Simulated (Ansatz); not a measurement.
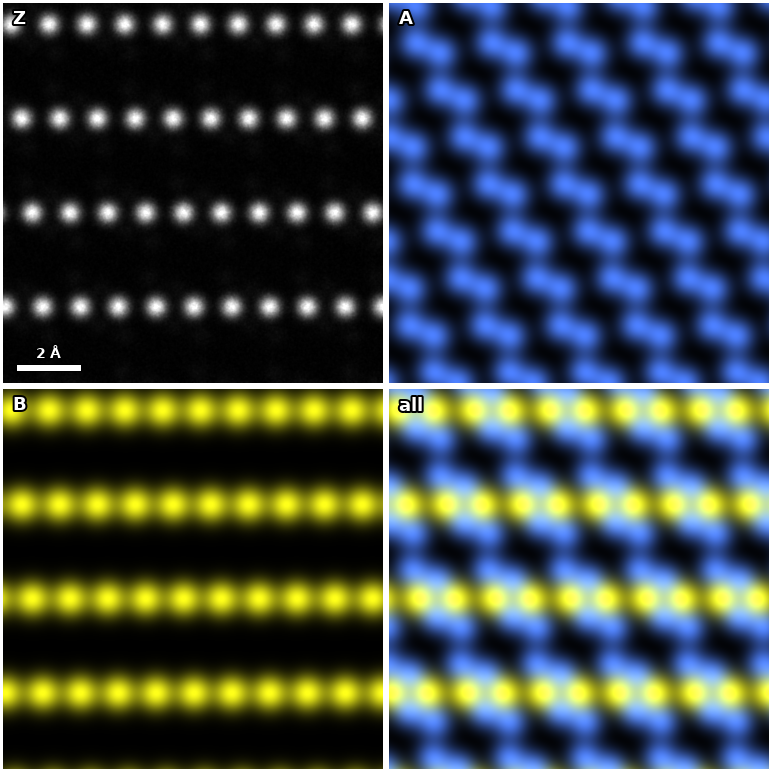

HfO₂ (P4_2/nmc, No. 137) along [211]. Panel Z: Simulation: incoherent imaging, intensity Z^1.6 per atom, probe width 0.50 Å, thin sample. Shot noise was added. The other panels are simulated element maps (the number of atoms of one element along the beam, blurred by 0.9 Å; each on its own scale, no channelling); the last overlays them. Structure: the end point of a relaxation with DFT, PAW plane waves, pbe in Ansatz; the starting structure was generated, so it need not be a known form of this composition.

Space group P4_2/nmc:1 (No. 137). a = 3.605 Å, b = 3.605 Å, c = 5.265 Å, α = 90.00°, β = 90.00°, γ = 90.00°
```csv
atom,site,symmetry,x,y,z
O,4d,2mm.,0.0000,0.5000,0.1932
Hf,2a,-4m2,0.0000,0.0000,0.0000
```

Which element does each lettered map show?

Answer. A: O, B: Hf. The projected cell (2.39 × 3.10 Å, 106°) holds 6 columns: 4 of O and 2 of Hf. No column is shared by two of the mapped elements.
